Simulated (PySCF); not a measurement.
# C2H8B2F2Si: what the fields show

Input

```
{"job": {"kind": "nmr", "xc": "PBE0", "basis": "pcSseg-1"}, "charge": 0, "multiplicity": 1}
B      1.273844     1.602254    -0.361196
Si     1.383087    -0.304723    -0.781658
C     -0.340907    -1.128813    -0.581047
C     -0.980809    -0.801702     0.773728
B     -1.362278     0.714879     0.944355
F     -1.617512     1.271612     2.113020
F     -1.493088     1.551791    -0.070745
H      1.182357     2.422756    -1.188047
H      1.327464     1.978286     0.746381
H      2.273077    -1.092450     0.102185
H      1.813735    -0.690003    -2.139996
H     -1.003874    -0.789353    -1.377424
H     -0.252119    -2.209814    -0.686751
H     -1.890961    -1.400770     0.902395
H     -0.316429    -1.115959     1.582889
```

Launched as:

```sh
OMP_NUM_THREADS=1 python probes_run.py task.json out
```

Geometry: GFN2-xTB.

Computed with PySCF, PBE0/pcSseg-1, SCF density, gas phase, non-relativistic.

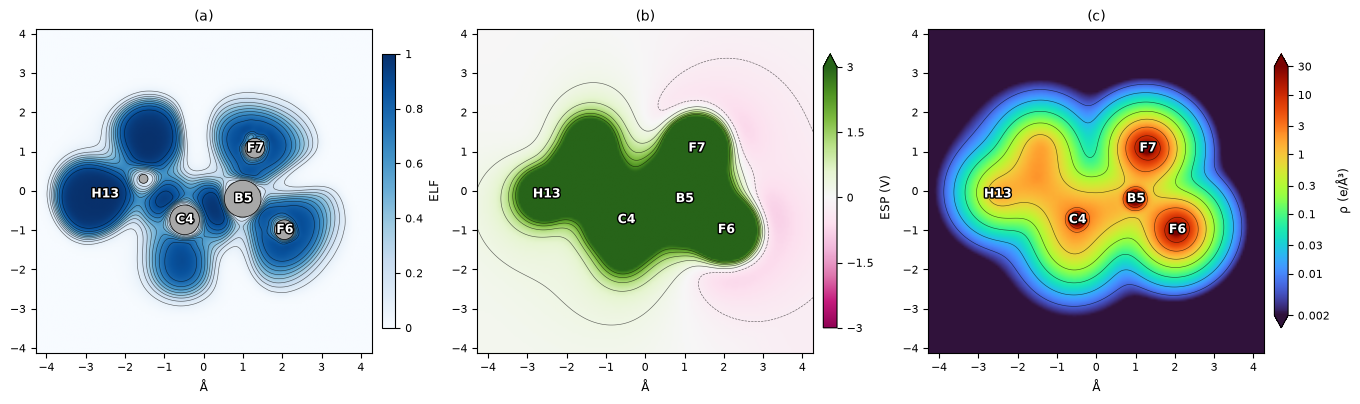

Figure 1. (a) ELF; (b) electrostatic potential; (c) total electron density on the plane of atoms F6, B5 and F7. Grey discs cover the atomic cores in the ELF map.

**What do the fields say about this system?**

- Atoms in the plane: C, B, F and H.
- B–F (1.32 Å): the density is about 2.3 e/Å³ at the midpoint; the ELF peaks at about 0.85 between the atoms (a shared but strongly polarised pair).
- C–B (1.57 Å): the density is about 1.4 e/Å³ at the midpoint; the ELF peaks at about 1 between the atoms; a shared electron pair.
- The ELF also peaks beside F6 and F7, away from the bonds: lone-pair regions.
- Outside the dense part of the molecule the potential is most negative (−0.8 V) near F6.

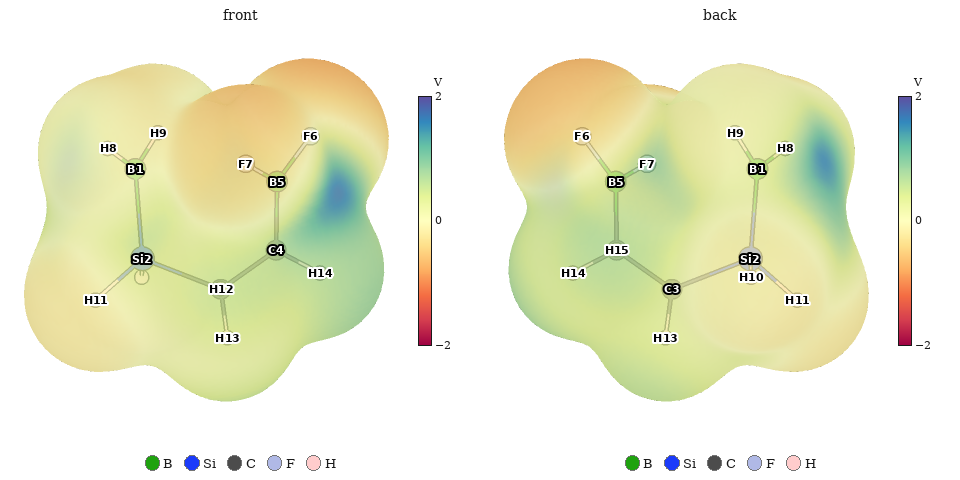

Figure 2. The molecular electrostatic potential painted on the density surface at 0.001 e/bohr³, seen from the front and from behind; the colour scale runs from red (negative) to blue (positive).

**Which sites attract a positive test charge, and which a negative one?**

A positive charge is drawn to the negative regions and a negative charge to the positive ones. The most negative region (about −0.7 V) lies over F6, the most positive (about +1.6 V) over B1 and B5.
